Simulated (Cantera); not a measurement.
Charge: 1 mol MgO, 0.004 mol C, 0.49 mol H2, equilibrated at 1 atm.

Cantera equilibrium calculation (NASA polynomials, part measured and part estimated; ideal gas, pure solids and liquids). Candidate condensed phases: C, C6H6, C7H8, C8H18, H2O, Mg, MgCO3, MgO, Mg(OH)2; 116 gas species. The tables' values for MgH are old estimates; treat these amounts as uncertain. Rates play no part.

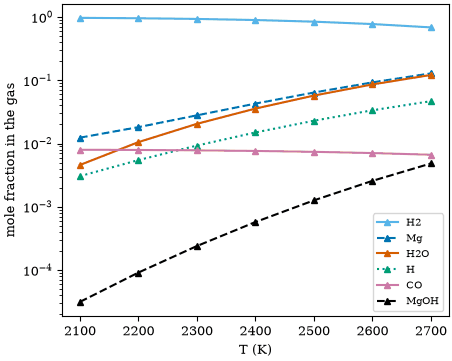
Figure: Equilibrium gas composition (values under 1e-9 drawn at 1e-9)

Q: Read off the mole fractions at 2700 K.

A: H2 about 0.69, Mg about 0.13, H2O about 0.12, H about 0.047, CO about 0.0066, MgOH about 0.0048.
